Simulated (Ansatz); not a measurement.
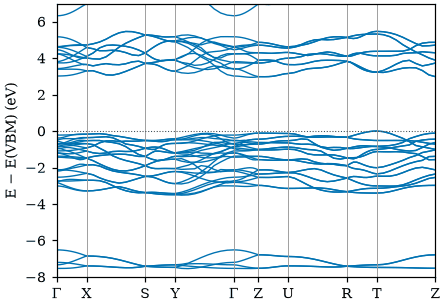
Fig. 1. Band structure from the program Ansatz at the r²SCAN+D4 level (PAW)

The gap is 2.94 eV; an edge lies off the plotted path or next to a special point (maximum at T, minimum off the standard path).

The material is PbIBr in space group Pnma (No. 62; Pb on 4c, I on 4c, Br on 4c).

The first step of the workflow began from a Materials Project structure, measured or hypothetical; the Crystallography Open Database copy checked does not list it. Whether it is the stable phase at ambient conditions was not checked. The r²SCAN+D4 relaxation kept the symmetry of its start; whether a distortion lowers the energy is not shown. Spin–orbit coupling is left out wherever it is not named.

Potentials: the later of the program's two PAW sets.
